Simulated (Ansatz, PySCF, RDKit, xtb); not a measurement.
# AlGeNHCl: a search for the lowest isomer, part 2 of 2

Task: start from the formula AlGeNHCl, draw up candidate structures, narrow them down in stages, and characterise the one that lies lowest at 600 K.

xtb, Ansatz and PySCF; isolated molecules. Earlier steps stand in the parts before.

## 11. The ranking

Energies in kcal/mol from c435a; G adds the thermal terms to the CCSD(T)/def2-TZVP energy. The columns left of the relaxed level are at the tight-binding geometries.

```tsv
label	SMILES	spin	GFN2-xTB	HF/STO-3G	r2SCAN-D4/def2-SVP	r2SCAN-D4/def2-SVP, relaxed	HF/def2-TZVP	MP2/def2-TZVP	CCSD(T)/def2-TZVP	G	share at equilibrium	T1
c435a	[Cl][AlH][N][Ge] ‡	singlet	0.0	0.0	0.0	0.0	0.0	0.0	0.0	0.0	100.0 %	0.017
c146a	[Al][NH][Ge][Cl] ‡	singlet	40.7	24.5	12.9	13.7	13.4	18.3	13.2	15.5	< 0.1 %	0.015
c922	[Cl][Al]1[NH][Ge]1 ‡	singlet	35.4	41.8	10.8	10.9	17.8	17.8	14.0	17.9	< 0.1 %	0.015
```

‡ marks the bonded skeleton alone, with all bonds drawn single: no Lewis structure was assigned that passes a check against the bond lengths.

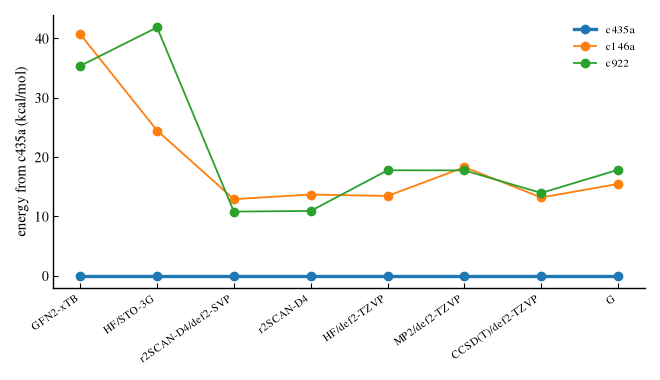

The finalists at each level, measured from c435a.

Lowest found: c435a, `[Cl][AlH][N][Ge]` ‡, a singlet of point group Cs. Bond lengths: Al1–Cl2 2.111 Å, Al1–N4 1.777 Å, Ge3–N4 1.671 Å, Al1–H5 1.573 Å. Angles: Cl2–Al1–N4 119.2°, Al1–N4–Ge3 179.7°, Cl2–Al1–H5 117.7°, N4–Al1–H5 123.1°.

```xyz
5

Al   -0.8988   -1.0809   -0.2264
Cl   -1.5385   -0.7050    1.7497
Ge   -3.0121   -2.7190   -2.4026
N    -1.9907   -1.9252   -1.3448
H     0.5395   -0.5916   -0.6358
```

‡ marks the bonded skeleton alone, with all bonds drawn single: no Lewis structure was assigned that passes a check against the bond lengths.

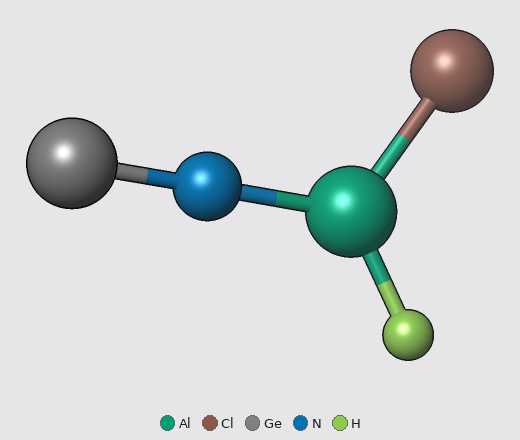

The lowest structure found, seen from a chosen angle (aluminium teal, chlorine brown, germanium grey, nitrogen blue, hydrogen green).

## 12. Density, orbitals and dipole (PBE0/def2-TZVPD)

Contents of input.yaml:

```yaml
crystal:
  periodic: [false, false, false]
  atoms:
    - symbol: Al
      position_ang: [-0.898755, -1.080870, -0.226394]
    - symbol: Cl
      position_ang: [-1.538534, -0.704987, 1.749729]
    - symbol: Ge
      position_ang: [-3.012087, -2.718982, -2.402617]
    - symbol: "N"
      position_ang: [-1.990731, -1.925236, -1.344753]
    - symbol: H
      position_ang: [0.539468, -0.591600, -0.635847]
basis:
  gaussian:
    orbitals: def2-TZVPD
hamiltonian:
  xc: {name: PBE0}
output:
  forces: true
  orbitals: {seedname: orbitals}
```

The run is started by

```
ansatz run input.yaml --threads 2 --pin off --max-ram 4350MiB --events-out events.jsonl --progress --plain --runs-dir runs
```

The log of the run (excerpt; [...] marks lines left out):

```text
Warning: RAYON_NUM_THREADS=2 ignored (pool sized by the plan → 2); use --threads N
Functional definition: PBE0
  name "PBE0"
[...]
1258 factors; their error is unknown
[...]
mean field -77131.60639595 eV, -2834.5342533704 hartree, gradient 3.6e-5 eV, S^2 0.000000; 0 other end points of the search recorded, 0 dependent functions left out
[...]
reference -77131.60643702 eV, -2834.5342548799 hartree; 35, 35 occupied and 154, 154 virtual orbitals, 1258 factors
Total energy: -77131.60643702 eV, -2834.5342548799 hartree
Atom 0 at    -0.898755    -1.080870    -0.226394 Å, force    -0.259938    -0.158417    -0.137416 eV/Å
Atom 1 at    -1.538534    -0.704987     1.749729 Å, force     0.052696    -0.018320    -0.124594 eV/Å
Atom 2 at    -3.012087    -2.718982    -2.402617 Å, force     0.134531     0.106611     0.145539 eV/Å
Atom 3 at    -1.990731    -1.925236    -1.344753 Å, force     0.100836     0.073807     0.090722 eV/Å
Atom 4 at     0.539468    -0.591600    -0.635847 Å, force    -0.028125    -0.003681     0.025750 eV/Å
Dipole moment:    -0.207426    -0.275848    -0.561370 e Å
```

Run time: 7.2 s. Hardware: 2 threads of Arm Neoverse V1, shared host; peak memory 0.55 GiB.

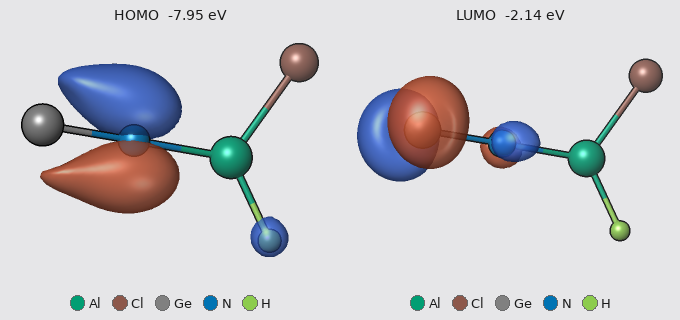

Frontier orbitals of this run, surfaces at ±0.2 Å^-3/2.

## 13. Frequencies after a tight-binding relaxation (GFN2-xTB)

Contents of start.xyz:

```xyz
5
c435a
Al    -0.898755    -1.080870    -0.226394
Cl    -1.538534    -0.704987     1.749729
Ge    -3.012087    -2.718982    -2.402617
N     -1.990731    -1.925236    -1.344753
H      0.539468    -0.591600    -0.635847
```

The run is started by

```
xtb start.xyz --gfn 2 --ohess tight
```

The log of the run (excerpt; [...] marks lines left out):

```text
* xtb version 6.7.1
[...]
          :  # basis functions                  35          :
[...]
          :  # electrons                        20          :
[...]
          :  Hamiltonian                  GFN2-xTB          :
[...]
          :  net charge                          0          :
          :  unpaired electrons                  0          :
[...]
   *** convergence criteria satisfied after 20 iterations ***
[...]
   *** GEOMETRY OPTIMIZATION CONVERGED AFTER 10 ITERATIONS ***
[...]
   *** convergence criteria satisfied after 3 iterations ***
[...]
         ::                     SUMMARY                     ::
         :::::::::::::::::::::::::::::::::::::::::::::::::::::
         :: total energy             -11.102457529410 Eh    ::
         :: gradient norm              0.000080453648 Eh/a0 ::
         :: HOMO-LUMO gap              3.821110845709 eV    ::
         ::.................................................::
         :: SCC energy               -11.161298524803 Eh    ::
         :: -> isotropic ES            0.033210984032 Eh    ::
         :: -> anisotropic ES          0.009972956283 Eh    ::
         :: -> anisotropic XC         -0.005129482098 Eh    ::
         :: -> dispersion             -0.003682356155 Eh    ::
         :: repulsion energy           0.058840995393 Eh    ::
         :: add. restraining           0.000000000000 Eh    ::
         :: total charge              -0.000000000000 e     ::
         :::::::::::::::::::::::::::::::::::::::::::::::::::::
[...]
        10        2.0000           -0.3927114             -10.6862 (HOMO)
        11                         -0.2522876              -6.8651 (LUMO)
[...]
     #   Z          covCN         q      C6AA      α(0)
     1  13          2.475     0.350    96.770    20.275
     2  17          0.769    -0.164   104.114    15.608
     3  32          0.874     0.305   279.525    35.761
     4   7          1.620    -0.375    30.241     8.098
     5   1          0.885    -0.117     6.204     3.899
[...]
          | TOTAL ENERGY              -11.102457529378 Eh   |
          | TOTAL ENTHALPY            -11.083155912459 Eh   |
          | TOTAL FREE ENERGY         -11.121407912432 Eh   |
          | GRADIENT NORM               0.000081169822 Eh/α |
[...]
```

Wall time 0.13 s (2 threads of Arm Neoverse V1, shared host).

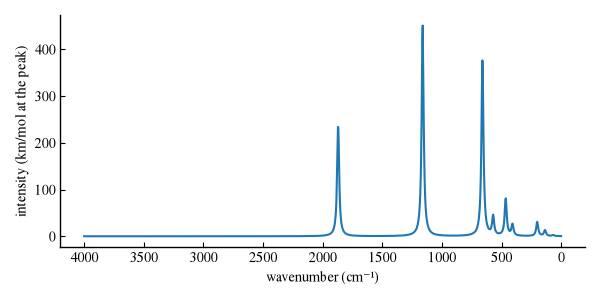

Harmonic infrared spectrum, unscaled, lines broadened by 10 cm⁻¹.

## 14. Electronic excitations (TD-B3LYP/def2-SVPD)

An in-house driver calls PySCF's response routines at TD-B3LYP/def2-SVPD; it has no typed input.

The log of the run:

```text
coarse grid: 27680 points
cycle   1  E = -2834.4744797394  dE = -3.827e-01  |g| = 8.749e-01  |ddm| = 3.278e+00
cycle   2  E = -2832.5770723490  dE =  1.897e+00  |g| = 2.438e+00  |ddm| = 3.239e+00
cycle   3  E = -2834.6113899258  dE = -2.034e+00  |g| = 3.590e-01  |ddm| = 2.628e+00
cycle   4  E = -2834.6508634027  dE = -3.947e-02  |g| = 1.268e-01  |ddm| = 5.384e-01
cycle   5  E = -2834.6546009812  dE = -3.738e-03  |g| = 2.488e-02  |ddm| = 1.696e-01
cycle   6  E = -2834.6548390780  dE = -2.381e-04  |g| = 7.200e-03  |ddm| = 4.812e-02
cycle   7  E = -2834.6548510538  dE = -1.198e-05  |g| = 2.804e-03  |ddm| = 8.237e-03
cycle   8  E = -2834.6548530608  dE = -2.007e-06  |g| = 1.012e-03  |ddm| = 2.420e-03
final grid: 53040 points
cycle   9  E = -2834.6548529394  dE =  2.224e-06  |g| = 3.140e-03  |ddm| = 3.402e-03
cycle  10  E = -2834.6548306841  dE =  2.226e-05  |g| = 9.865e-03  |ddm| = 1.009e-02
cycle  11  E = -2834.6548554413  dE = -2.476e-05  |g| = 1.852e-04  |ddm| = 7.734e-03
cycle  12  E = -2834.6548554490  dE = -7.624e-09  |g| = 1.102e-05  |ddm| = 2.438e-04
cycle  13  E = -2834.6548554490  dE = -2.865e-11  |g| = 1.562e-06  |ddm| = 1.898e-05
converged SCF energy = -2834.6548554490

Static polarisability (au): isotropic 79.628, principal 59.606 69.934 109.343

Singlet excitations
state   eV       nm        f      main configurations
  1   4.0777    304.1   0.00014   H->L 0.94
  2   4.4424    279.1   0.00041   H-1->L 0.52, H->L+1 0.47
  3   4.5722    271.2   0.00005   H-1->L+1 0.94
  4   5.0237    246.8   0.03373   H-2->L 0.98
  5   5.2944    234.2   0.02556   H-2->L+1 0.96
  6   5.7492    215.7   0.01733   H-3->L 0.97
  7   5.8641    211.4   0.27540   H-4->L 0.40, H-1->L 0.27, H->L+1 0.22
  8   6.0443    205.1   0.05124   H-3->L+1 0.67, H-4->L 0.20

Triplet excitations (Tamm-Dancoff, eV): 3.5131 3.7412 3.8430
```

Run time: 6.3 s. Hardware: 2 threads of Arm Neoverse V1, shared host.

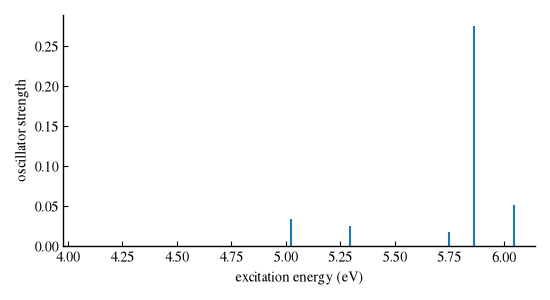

Vertical excitations as sticks.

The roots found:

```tsv
excited state	energy (eV)	strength
1	4.078	0.0001
2	4.442	0.0004
3	4.572	0.0001
4	5.024	0.0337
5	5.294	0.0256
6	5.749	0.0173
7	5.864	0.2754
8	6.044	0.0512
```

## 15. NMR shieldings (GIAO PBE0/pcSseg-1)

An in-house driver calls PySCF's response routines at GIAO PBE0/pcSseg-1; it has no typed input.

The log of the run:

```text
coarse grid: 27680 points
cycle   1  E = -2834.0558243560  dE = -4.650e-01  |g| = 1.103e+00  |ddm| = 2.415e+00
cycle   2  E = -2832.5514309354  dE =  1.504e+00  |g| = 2.404e+00  |ddm| = 2.222e+00
cycle   3  E = -2834.1330176751  dE = -1.582e+00  |g| = 6.142e-01  |ddm| = 2.050e+00
cycle   4  E = -2834.2354198981  dE = -1.024e-01  |g| = 9.788e-02  |ddm| = 4.982e-01
cycle   5  E = -2834.2370000414  dE = -1.580e-03  |g| = 3.416e-02  |ddm| = 1.535e-01
cycle   6  E = -2834.2373054066  dE = -3.054e-04  |g| = 1.050e-02  |ddm| = 5.039e-02
cycle   7  E = -2834.2373284200  dE = -2.301e-05  |g| = 3.170e-03  |ddm| = 8.669e-03
cycle   8  E = -2834.2373306125  dE = -2.192e-06  |g| = 1.223e-03  |ddm| = 2.630e-03
final grid: 53040 points
cycle   9  E = -2834.2373583798  dE =  2.285e-06  |g| = 3.293e-03  |ddm| = 2.927e-03
cycle  10  E = -2834.2373399397  dE =  1.844e-05  |g| = 9.259e-03  |ddm| = 7.944e-03
cycle  11  E = -2834.2373610476  dE = -2.111e-05  |g| = 2.490e-04  |ddm| = 5.874e-03
cycle  12  E = -2834.2373610587  dE = -1.109e-08  |g| = 9.096e-06  |ddm| = 2.300e-04
cycle  13  E = -2834.2373610587  dE = -3.774e-11  |g| = 3.944e-06  |ddm| = 1.513e-05
converged SCF energy = -2834.2373610587

GIAO shielding tensors (ppm)
atom      isotropic    diamagn.    paramagn.     s11        s22        s33       span
  0 Al     429.601     794.233    -364.632    406.744    417.913    464.144     57.400
  1 Cl     902.596    1148.699    -246.103    738.826    900.079   1068.883    330.057
  2 Ge    1124.758    2758.042   -1633.285    356.573    361.670   2656.031   2299.458
  3 N      -70.366     326.967    -397.333   -278.455   -271.790    339.147    617.602
  4 H       27.013      28.514      -1.501     22.925     25.108     33.007     10.082
```

It took 5.1 s on 2 threads of Arm Neoverse V1, shared host; peak memory 0.56 GiB.

Isotropic shieldings (absolute, not shifts):

```tsv
atoms	shielding (ppm)
Al1	429.6
Cl2	902.6
Ge3	1124.8
N4	-70.4
H5	27.01
```

## 16. The cation at the same geometry (PBE0/def2-TZVPD)

input.yaml: that of step 12 with these lines changed.

```diff
@@ -16,6 +16,7 @@
     orbitals: def2-TZVPD
+total_charge: 1
+magnetization:
+  spin_polarized: true
+  initial_magnetization: 1
 hamiltonian:
   xc: {name: PBE0}
-output:
-  forces: true
-  orbitals: {seedname: orbitals}
```

The run is started by

```
ansatz run input.yaml --threads 2 --pin off --max-ram 4350MiB --events-out events.jsonl --progress --plain --runs-dir runs
```

The log of the run:

```text
Warning: RAYON_NUM_THREADS=2 ignored (pool sized by the plan → 2); use --threads N
Functional definition: PBE0
  name "PBE0"
  parameter a = 0.25
  parameter kappa = 0.804
  parameter beta = 0.06672455060314922
  exchange = (1 - a)*pbe_x(kappa = kappa, mu = beta*pi^2/3) + a*exact_x
  correlation = pbe_c(beta = beta)
1258 factors; their error is unknown
mean field evaluation 1: about -77094.8262 eV, gradient 7.5e1 eV
mean field evaluation 2: about -76948.9564 eV, gradient 1.4e2 eV
mean field evaluation 4: about -77117.2983 eV, gradient 2.4e1 eV
mean field evaluation 8: about -77121.1733 eV, gradient 1.4e0 eV
mean field evaluation 16: about -77121.6080 eV, gradient 1.7e-1 eV
mean field evaluation 32: about -77121.8729 eV, gradient 1.4e0 eV
mean field -77121.88851478 eV, -2834.1771278246 hartree, gradient 1.4e-5 eV, S^2 0.759090; 8 other end points of the search recorded, 0 dependent functions left out
reference -77121.88855385 eV, -2834.1771292603 hartree; 35, 34 occupied and 154, 155 virtual orbitals, 1258 factors
Total energy: -77121.88855385 eV, -2834.1771292603 hartree
```

Run time: 47 s. Hardware: 2 threads of Arm Neoverse V1, shared host; peak memory 1.1 GiB.

Difference from the parent: 9.72 eV.

## 17. The anion at the same geometry (PBE0/def2-TZVPD)

input.yaml: that of step 16 with these lines changed.

```diff
@@ -14,9 +14,6 @@
 basis:
-  gaussian:
-    orbitals: def2-TZVPD
-total_charge: 1
-magnetization:
-  spin_polarized: true
-  initial_magnetization: 1
-hamiltonian:
-  xc: {name: PBE0}
+  gaussian: {orbitals: def2-TZVPD}
+total_charge: -1
+magnetization: {spin_polarized: true, initial_magnetization: 1}
+hamiltonian: {xc: pbe0}
+scf: {lower_state_search: off}
```

The run is started by

```
ansatz run input.yaml --threads 2 --pin off --max-ram 4350MiB --events-out events.jsonl --progress --plain --runs-dir runs
```

The log of the run (excerpt; [...] marks lines left out):

```text
Warning: RAYON_NUM_THREADS=2 ignored (pool sized by the plan → 2); use --threads N
Functional definition: PBE0
  name "PBE0"
[...]
1258 factors; their error is unknown
[...]
mean field -77132.11523722 eV, -2834.5529529423 hartree, gradient 6.7e-6 eV, S^2 0.762013; 0 other end points of the search recorded, 0 dependent functions left out
reference -77132.11527733 eV, -2834.5529544165 hartree; 36, 35 occupied and 153, 154 virtual orbitals, 1258 factors
Total energy: -77132.11527733 eV, -2834.5529544165 hartree
Checks for a lower state left out: stability, starts, cluster_reference, orbital_swaps, neighbouring_geometries, increment
```

Wall time 8.7 s (2 threads of Arm Neoverse V1, shared host); peak memory 0.66 GiB.

Parent less the species with the added electron: 0.51 eV.

## 18. The triplet at the same geometry (PBE0/def2-TZVPD)

input.yaml: that of step 17 with these lines changed.

```diff
@@ -15,5 +15,4 @@
   gaussian: {orbitals: def2-TZVPD}
-total_charge: -1
-magnetization: {spin_polarized: true, initial_magnetization: 1}
-hamiltonian: {xc: pbe0}
-scf: {lower_state_search: off}
+total_charge: 0
+magnetization: {spin_polarized: true, initial_magnetization: 2}
+hamiltonian: {xc: {name: PBE0}}
```

The run is started by

```
ansatz run input.yaml --threads 2 --pin off --max-ram 4350MiB --events-out events.jsonl --progress --plain --runs-dir runs
```

The log of the run:

```text
Warning: RAYON_NUM_THREADS=2 ignored (pool sized by the plan → 2); use --threads N
Functional definition: PBE0
  name "PBE0"
  parameter a = 0.25
  parameter kappa = 0.804
  parameter beta = 0.06672455060314922
  exchange = (1 - a)*pbe_x(kappa = kappa, mu = beta*pi^2/3) + a*exact_x
  correlation = pbe_c(beta = beta)
1258 factors; their error is unknown
mean field evaluation 1: about -77114.5625 eV, gradient 5.5e1 eV
mean field evaluation 2: about -77018.6884 eV, gradient 1.2e2 eV
mean field evaluation 4: about -77126.6219 eV, gradient 1.1e1 eV
mean field evaluation 8: about -77127.3168 eV, gradient 2.2e-1 eV
mean field evaluation 16: about -77127.5813 eV, gradient 1.3e0 eV
mean field evaluation 32: about -77128.1378 eV, gradient 9.2e-3 eV
mean field evaluation 64: about -77128.0299 eV, gradient 1.2e0 eV
mean field -77128.13777474 eV, -2834.4067838923 hartree, gradient 3.9e-6 eV, S^2 2.009676; 6 other end points of the search recorded, 0 dependent functions left out
reference -77128.13781909 eV, -2834.4067855219 hartree; 36, 34 occupied and 153, 155 virtual orbitals, 1258 factors
Total energy: -77128.13781909 eV, -2834.4067855219 hartree
```

Wall time 51 s (2 threads of Arm Neoverse V1, shared host); peak memory 1.1 GiB.

It lies 3.47 eV above the singlet.

## 19. Stability of the closed-shell solution (PBE0/def2-SVP)

Contents of calc.py:

```python
from pyscf import gto, dft

mol = gto.M(
    atom='''
Al  -0.898755  -1.080870  -0.226394
Cl  -1.538534  -0.704987   1.749729
Ge  -3.012087  -2.718982  -2.402617
N   -1.990731  -1.925236  -1.344753
H    0.539468  -0.591600  -0.635847
''',
    max_memory=3100,
    verbose=3,
    spin=0,
    charge=0,
    basis='def2-svp',
)

ks = dft.RKS(mol)
ks.xc = 'pbe0'
ks = ks.density_fit(auxbasis='def2-universal-jkfit')
ks.max_cycle = 100
ks.grids.level = 3
ks.kernel()
if not ks.converged:
    ks = ks.newton().run(ks.mo_coeff, ks.mo_occ)

e_tot = ks.e_tot
print(f'total energy: {e_tot:.8f} hartree')
mo_i, mo_e, stable_i, stable_e = ks.stability(internal=True, external=True, return_status=True)
print('stable: internal', stable_i, 'external', stable_e)
```

The run is started by

```
OMP_NUM_THREADS=2 python calc.py
```

The log of the run:

```text
converged SCF energy = -2833.96416913462
total energy: -2833.96416913 hartree
<class 'pyscf.df.df_jk.DFRKS'> wavefunction is stable in the internal stability analysis
<class 'pyscf.df.df_jk.DFRKS'> wavefunction is stable in the real -> complex stability analysis
<class 'pyscf.df.df_jk.DFRKS'> wavefunction is stable in the RHF/RKS -> UHF/UKS stability analysis
stable: internal True external True
```

Run time: 47 s. Hardware: 2 threads of Arm Neoverse V1, shared host.

## 20. Results

What follows sums up all 2 parts.

```
                                                     quantity                                                                    value
                                       lowest structure found                                          [Cl][AlH][N][Ge] ‡, singlet, Cs
                                                next finalist                   [Al][NH][Ge][Cl] ‡, singlet, 15.5 kcal/mol higher in G
                    share at equilibrium, among the finalists                                                                  100.0 %
                                                       funnel  31 starts, 12 minima at GFN2-xTB, 8 screening runs, 4 relaxed, 3 ranked
                                         CPU time of all runs                                                                   25 min
harmonic wavenumbers, lowest and highest (r2SCAN-D4/def2-SVP)                                                         68 and 1987 cm⁻¹
                          rotational constants, same geometry                                            0.4073, 0.02708, 0.02539 cm⁻¹
                              dipole moment (PBE0/def2-TZVPD)                                                                   3.17 D
                                HOMO energy (PBE0/def2-TZVPD)                                                                 -7.95 eV
                                LUMO energy (PBE0/def2-TZVPD)                                                                 -2.14 eV
                              HOMO–LUMO gap (PBE0/def2-TZVPD)                                                                  5.81 eV
                       lowest excitation (TD-B3LYP/def2-SVPD)                                                      4.08 eV (f = 0.000)
                 strongest of the states computed, same level                                                      5.86 eV (f = 0.275)
          lowest triplet excitation, same level, Tamm-Dancoff                                                                  3.51 eV
                                   vertical ionisation energy                                                                  9.72 eV
                                   vertical electron affinity                                                                  0.51 eV
                                vertical triplet less singlet                                                                 +3.47 eV
```

The lowest structure found is `[Cl][AlH][N][Ge]` ‡. The margin of 15.5 kcal/mol over the next finalist is beyond the usual error of the last level; it says nothing of structures that weren't ranked. GFN2-xTB, HF/STO-3G, r2SCAN-D4/def2-SVP, r2SCAN-D4/def2-SVP, relaxed, HF/def2-TZVP and MP2/def2-TZVP already put its bonding pattern lowest among the structures in one piece. The largest share of the time went into the vibrations (19 %). The search is not exhaustive (a finite list of starts, one conformer a finalist), so a lower isomer can't be ruled out. The lowest isomer need not be the one that is made and kept in a bottle, which depends on barriers.

‡ marks the bonded skeleton alone, with all bonds drawn single: no Lewis structure was assigned that passes a check against the bond lengths.
